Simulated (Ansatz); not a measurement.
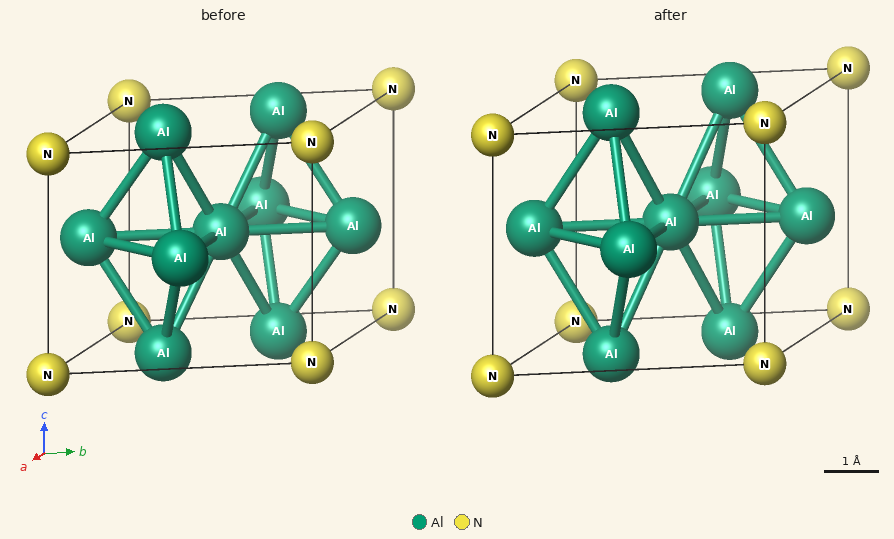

The structure of crystalline Al5N (a generated structure, set up in P6/mmm) (coarse preliminary run) before (left) and after (right) a relaxation, at one scale.

A ball-and-stick model of the cell of the calculation, seen slightly off an axis.

Computed with Ansatz, DFT PBE, scalar-relativistic, plane waves, PAW. (plane-wave cutoff 420 eV; k-point mesh 6 × 6 × 4; occupations gaussian; smearing width 0.1 eV; collinear spin; cell and atoms relaxed; force threshold 0.04 eV/Å; at most 70 steps)

### Describe what moved and what it gained.

The atoms keep their places relative to the cell (all moves are under 0.005 Å). The volume changes by +15.9 %, with a = b 5.075 → 5.227 Å (+3.0 %), c 4.225 → 4.618 Å (+9.3 %). Among the contacts that change: Al–Al 2.571 → 2.758 Å, Al–Al 2.538 → 2.614 Å. Among the angles between lasting bonds that change: Al–Al–Al 110.5° → 113.7°, Al–Al–Al 59.1° → 56.6°. The space group stays P6/mmm (No. 191). Over 4 accepted moves (6 points after the start) the energy falls by 101 meV per atom. All forces vanish by symmetry, so only the cell relaxes. The pressure goes from 12.06 to 0.00 GPa. At 2 points the geometry stayed and the basis and grid were re-selected for the new cell (energy shift of 4.5 meV per atom at most each time). The run took 43 s on 1 thread of Intel(R) Xeon(R) Processor @ 2.70GHz (shared host), peak memory 0.41 GiB.

Limits of the set-up: the k-point mesh is coarse for a cell with partly filled bands.
